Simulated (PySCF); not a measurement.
# C3H6Se: the cost of one run

Computed with PySCF 2.14.0, with density-fitted response routines of our own, on a single molecule in the gas phase. Atoms count from 0, in the outputs and in this text.

### 1 Starting geometry

10 atoms, charge 0, multiplicity 1; geometry from: GFN2-xTB. The atoms were then displaced at random by about 0.01 Å, so the start is not that level's minimum.

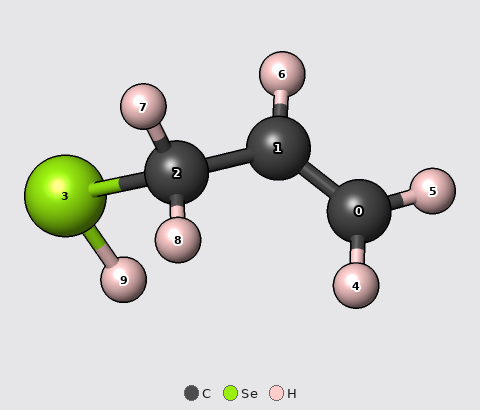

The starting geometry (carbon dark grey, selenium green, hydrogen pink), atoms numbered.

### 2 Geometry optimisation at PBE0-D3(BJ)/def2-SVP

What the job is given:

```
{"job": {"xc": "PBE0", "basis": "def2-SVP", "d3": "d3bj", "grid": 1, "shake": 0.01, "kind": "geom"}, "charge": 0, "multiplicity": 1}
C     -1.181860    -0.992820     0.197220
C     -0.338930    -0.086320     0.647310
C      0.276470     0.958660    -0.200980
Se     2.278760     0.615290    -0.434760
H     -1.524820    -0.976260    -0.847330
H     -1.644000    -1.709440     0.829880
H     -0.012160    -0.101150     1.685730
H      0.282620     1.949000     0.277680
H     -0.146150     1.020720    -1.168500
H      2.060510    -0.698610    -1.007300
```

Launch:

```bash
> OMP_NUM_THREADS=1 python probes_run.py task.json out
```

This one command runs all jobs of the session in turn.

**Question.** How long does this first job take on 1 thread of Arm Neoverse V2, shared host, and how much memory does it need?

About 29 s, with a peak of 0.42 GiB.
